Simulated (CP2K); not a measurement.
**BN2H3O (SMILES NBN=O) at IPEA1-xTB**

What is the energy difference between two shapes of BN2H3O at IPEA1-xTB? 

Program for the calculation: CP2K 2026.2.

1 further run of the same task is left out (it didn't finish).

## Step 1: The system as given

The species is BN2H3O (7 atoms), meant as a singlet with charge 0. SMILES: `NBN=O`. Geometry: relaxed at GFN2-xTB. This is one conformer, not always the lowest.

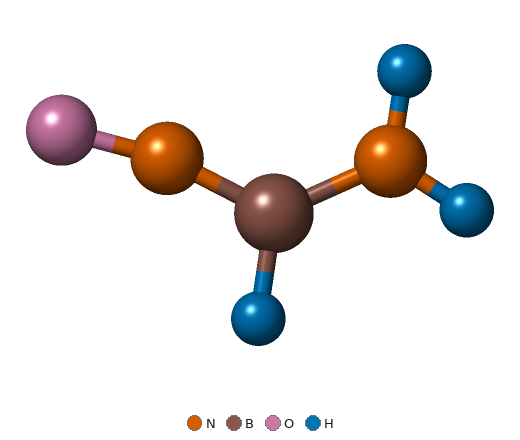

The structure, seen from a chosen angle (nitrogen orange, boron brown, oxygen pink, hydrogen blue).

## Step 2: Energy and forces at IPEA1-xTB

molecule.inp reads:

```
&GLOBAL
 PROJECT molecule
 RUN_TYPE ENERGY_FORCE
 PRINT_LEVEL MEDIUM
&END

&FORCE_EVAL
 METHOD Quickstep
 &DFT
  &QS
   METHOD XTB
   EPS_DEFAULT 1.0E-10
   &XTB
    GFN_TYPE TBLITE
    &TBLITE
     METHOD IPEA1
    &END
    CHECK_ATOMIC_CHARGES F
   &END
  &END
  &POISSON
   PERIODIC NONE
   POISSON_SOLVER ANALYTIC
  &END
  &SCF
   SCF_GUESS ATOMIC
   EPS_SCF 1.0E-07
   MAX_SCF 150
   ADDED_MOS 2
   &DIAGONALIZATION
    ALGORITHM STANDARD
   &END
   &MIXING
    METHOD DIRECT_P_MIXING
    ALPHA 0.4
   &END
   &SMEAR ON
    METHOD FERMI_DIRAC
    ELECTRONIC_TEMPERATURE [K] 300
   &END
  &END
  &PRINT
   &MOMENTS
    PERIODIC F
    REFERENCE COM
    MAX_MOMENT 1
   &END
   &MO ON
    ENERGIES T
    OCCUPATION_NUMBERS T
    NDIGITS 6
    &EACH
     QS_SCF 0
    &END
    ADD_LAST NUMERIC
   &END
   &HIRSHFELD OFF
   &END
  &END
 &END
 &SUBSYS
  &CELL
   ABC 14.6 15.3 14.5
   PERIODIC NONE
  &END
  &COORD
   SCALED T
   N    0.44683459   0.56568366   0.48772793
   B    0.51865925   0.50435621   0.48035759
   N    0.54718870   0.44711961   0.54274793
   O    0.58752911   0.39328758   0.58783828
   H    0.43025308   0.60671242   0.43659828
   H    0.41247089   0.57632157   0.54651138
   H    0.56121884   0.49460980   0.41216172
  &END
 &END
 &PRINT
  &FORCES ON
  &END
 &END
&END
```

The run is started by

```
$ OMP_NUM_THREADS=1 cp2k.psmp -i molecule.inp -o molecule.out
```

What it wrote, shortened:

```text
CP2K| version string:                                       CP2K version 2026.2
[...]
 GLOBAL| Method name                                                        CP2K
[...]
 GLOBAL| Run type                                                   ENERGY_FORCE
[...]
                             - Atoms:                                          7
[...]
                             - Spherical basis functions:                     26
[...]
 Number of electrons:                                                         22
[...]
  *** SCF run converged in    18 steps ***
[...]
  Fermi energy:                                                -0.37595805863501
[...]
 TB_DIPOLE| Moment [Debye]         -1.42531914       1.87033343      -0.85388499
 TB_DIPOLE| Derivative [a.u.]       0.00000000       0.00000000       0.00000000
[...]
 ENERGY| Total FORCE_EVAL ( QS ) energy [hartree]            -15.536256669839510
 FORCES| Atomic forces [hartree/bohr]
 FORCES|   Atom     x               y               z               |f|
 FORCES|      1  5.08181626E-03 -5.19761326E-03  2.47854366E-03   7.68005331E-03
 FORCES|      2 -5.19580401E-03  1.80620148E-02 -2.53166551E-02   3.15303946E-02
 FORCES|      3  1.98840696E-02 -3.67422629E-02  3.23507552E-02   5.28388254E-02
 FORCES|      4 -6.82503484E-03  7.20627788E-03 -4.46002264E-04   9.93531376E-03
 FORCES|      5 -6.16335897E-03  9.85036672E-03 -8.17044602E-03   1.42046790E-02
 FORCES|      6 -9.27121417E-03  4.69419439E-03  9.19360182E-03   1.38749122E-02
 FORCES|      7  2.48952611E-03  2.12702240E-03 -1.00897973E-02   1.06078261E-02
 FORCES| Sum     1.70436582E-16 -2.76254714E-16  2.34187669E-16
 FORCES| Total atomic force                                       4.00261364E-16
[...]
```

It took 0.49 s on 1 thread of Arm Neoverse N1, shared host; peak memory 0.14 GiB.

## Step 3: The distorted shape, same level

qs.inp reads:

```
&global
 project qs
 run_type ENERGY_FORCE
 print_level MEDIUM
&end

&force_eval
 method QUICKSTEP
 &dft
  charge 0
  multiplicity 1
  ! Quickstep
  &qs
   method XTB
   eps_default 1.0E-10
   &xtb
    gfn_type TBLITE
    &tblite
     method IPEA1
    &end
    check_atomic_charges F
   &end
  &end
  ! no periodic images
  &poisson
   periodic NONE
   poisson_solver ANALYTIC
  &end
  &scf
   scf_guess ATOMIC
   eps_scf 1.0E-07
   max_scf 150
   added_mos 2
   &diagonalization
    algorithm STANDARD
   &end
   &mixing
    method DIRECT_P_MIXING
    alpha 0.4
   &end
   &smear ON
    method FERMI_DIRAC
    electronic_temperature [K] 300
   &end
  &end
  ! extra output
  &print
   &moments
    periodic F
    reference COM
    max_moment 1
   &end
   &mo ON
    energies T
    occupation_numbers T
    ndigits 6
    &each
     qs_scf 0
    &end
    add_last NUMERIC
   &end
   &hirshfeld OFF
   &end
  &end
 &end
 ! structure
 &subsys
  ! box in angstrom
  &cell
   abc [angstrom] 14.5 15.3 14.6
   periodic NONE
  &end
  &coord
   SCALED T
   N    0.44539834   0.56535180   0.48579500
   B    0.51778131   0.50637441   0.48034651
   N    0.54683903   0.44700036   0.54160938
   O    0.58792124   0.39292389   0.58851151
   H    0.42901531   0.60707611   0.43699932
   H    0.41207876   0.58055748   0.54752301
   H    0.56207083   0.49623422   0.41148849
  &end
 &end
 ! extra output
 &print
  &forces ON
  &end
 &end
&end
```

The run is started by

```
$ OMP_NUM_THREADS=1 cp2k.psmp qs.inp > qs.out
```

What it wrote, shortened:

```text
CP2K| version string:                                       CP2K version 2026.2
[...]
 GLOBAL| Method name                                                        CP2K
[...]
 GLOBAL| Run type                                                   ENERGY_FORCE
[...]
                             - Atoms:                                          7
[...]
                             - Spherical basis functions:                     26
[...]
 Number of electrons:                                                         22
[...]
  *** SCF run converged in    18 steps ***
[...]
  Fermi energy:                                                -0.37895310005817
[...]
 TB_DIPOLE| Moment [Debye]         -1.56698188       2.16690906      -0.93404335
 TB_DIPOLE| Derivative [a.u.]       0.00000000       0.00000000       0.00000000
[...]
 ENERGY| Total FORCE_EVAL ( QS ) energy [hartree]            -15.533322677605859
 FORCES| Atomic forces [hartree/bohr]
 FORCES|   Atom     x               y               z               |f|
 FORCES|      1 -2.78386075E-02  7.42564089E-03  5.70445428E-02   6.39078091E-02
 FORCES|      2  2.74761152E-02 -1.39194594E-02 -2.65194552E-02   4.06444309E-02
 FORCES|      3  2.56452135E-02 -4.36990201E-02  4.04081148E-02   6.48081559E-02
 FORCES|      4 -2.24609197E-02  3.12609559E-02 -2.26399606E-02   4.46576767E-02
 FORCES|      5 -9.17498855E-03  2.18039936E-02 -2.35869524E-02   3.34056713E-02
 FORCES|      6  1.16107860E-02 -6.78154770E-03 -2.71791664E-02   3.03233709E-02
 FORCES|      7 -5.25759901E-03  3.90943685E-03  2.47287702E-03   7.00293971E-03
 FORCES| Sum    -2.05564732E-16 -2.41993925E-16  2.15105711E-16
 FORCES| Total atomic force                                       3.83521037E-16
[...]
```

It took 0.47 s on 1 thread of Arm Neoverse N1, shared host; peak memory 0.14 GiB.

## Step 4: Results

Level: IPEA1-xTB.

| quantity | value |
| --- | --- |
| first shape: total energy | -15.53626 Eh |
| first shape: dipole moment (from atomic charges alone) | 2.50 D |
| first shape: HOMO energy | -10.67 eV |
| first shape: LUMO energy | -9.80 eV |
| first shape: HOMO–LUMO gap | 0.87 eV |
| first shape: largest force on an atom | 2.717 eV/Å |
| distorted shape: total energy | -15.53332 Eh |
| distorted shape: dipole moment (from atomic charges alone) | 2.83 D |
| distorted shape: HOMO energy | -10.74 eV |
| distorted shape: LUMO energy | -9.88 eV |
| distorted shape: HOMO–LUMO gap | 0.86 eV |
| distorted shape: largest force on an atom | 3.333 eV/Å |
| energy change with the atoms displaced | 0.080 eV |

**Reading.** With the atoms displaced the energy rises by 0.08 eV (1.8 kcal/mol). The first shape isn't relaxed at this level, so the change isn't measured from a minimum. The largest force (first shape) is 2.72 eV/Å: the shape isn't a stationary point for this species at this level. The dipole (first shape) comes from point charges on the atoms alone, without atomic dipoles, so it is partial. The dipole (distorted shape) comes from point charges on the atoms alone, without atomic dipoles, so it is partial.
